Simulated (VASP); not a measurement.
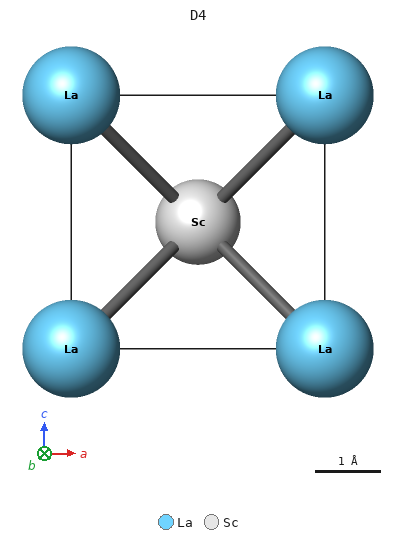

Solid LaSc (a generated structure, set up in Pm-3m), relaxed (cell and atoms) with several dispersion corrections. The picture shows the result with D4. A ball-and-stick model of the cell of the calculation, seen along the b axis.

Computed with VASP 6.6.1: revPBE, VASP PAW PBE potentials, recommended. (plane-wave cutoff 600 eV; k-point mesh 7 × 7 × 7; occupations fermi-dirac; smearing width 0.05 eV; no spin polarisation)

```json
{"dispersion correction": "D4", "volume (Å³/atom)": "30.256", "a (Å)": "3.926"}
{"dispersion correction": "none", "volume (Å³/atom)": "?", "a (Å)": "?"}
{"dispersion correction": "D2", "volume (Å³/atom)": "26.714", "a (Å)": "3.766"}
{"dispersion correction": "D3(BJ)", "volume (Å³/atom)": "28.440", "a (Å)": "3.846"}
{"dispersion correction": "dDsC", "volume (Å³/atom)": "28.709", "a (Å)": "3.858"}
{"dispersion correction": "D3", "volume (Å³/atom)": "29.383", "a (Å)": "3.888"}
```

Fill in the missing row.

With none the volume is the largest of the series, above D4 (30.256). The calculation gives 31.805 Å³/atom (a = 3.992 Å). In order of volume: D2 < D3(BJ) < dDsC < D3 < D4 < none; the spread is 19.1 %.
